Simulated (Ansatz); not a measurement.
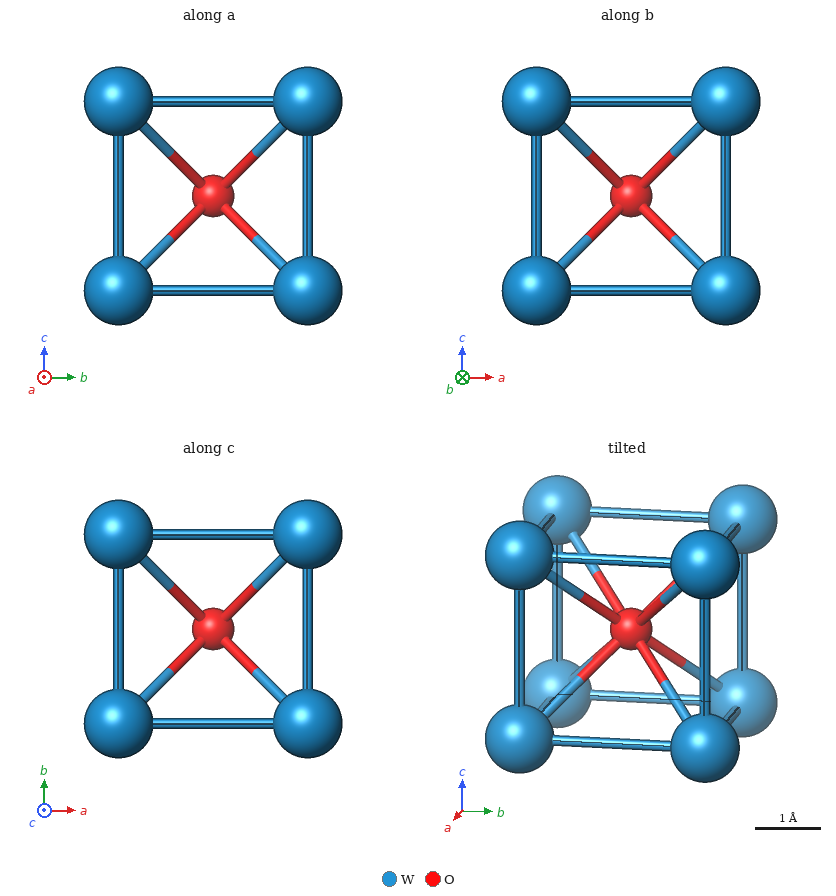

Ball-and-stick representation of a periodic structure, projected along the a axis, along the b axis, along the c axis and slightly off an axis. The lines enclose the conventional unit cell; boundary atoms appear with their images.

Lattice parameters: a = 2.9529 Å, b = 2.9529 Å, c = 2.9529 Å, α = 90.000°, β = 90.000°, γ = 90.000°.

Q: Transcribe the picture into a CIF with its space group and independent sites.

A:
```cif
data_structure
_symmetry_space_group_name_H-M 'P m -3 m'
_symmetry_Int_Tables_number 221
_cell_length_a 2.9529
_cell_length_b 2.9529
_cell_length_c 2.9529
_cell_angle_alpha 90.000
_cell_angle_beta 90.000
_cell_angle_gamma 90.000
_cell_volume 25.75
loop_
_atom_site_label
_atom_site_type_symbol
_atom_site_symmetry_multiplicity
_atom_site_Wyckoff_symbol
_atom_site_fract_x
_atom_site_fract_y
_atom_site_fract_z
_atom_site_occupancy
W1 W 1 a 0.0000 0.0000 0.0000 1
O1 O 1 b 0.5000 0.5000 0.5000 1
```

The initial geometry was a structure type filled with these elements by a generator (whether the compound takes this form wasn't checked). Earlier steps of the study, as a rule a relaxation of our own, may have changed the cell and positions, so they can lie some per cent off the listed ones. It was set up as input for a calculation with Ansatz.
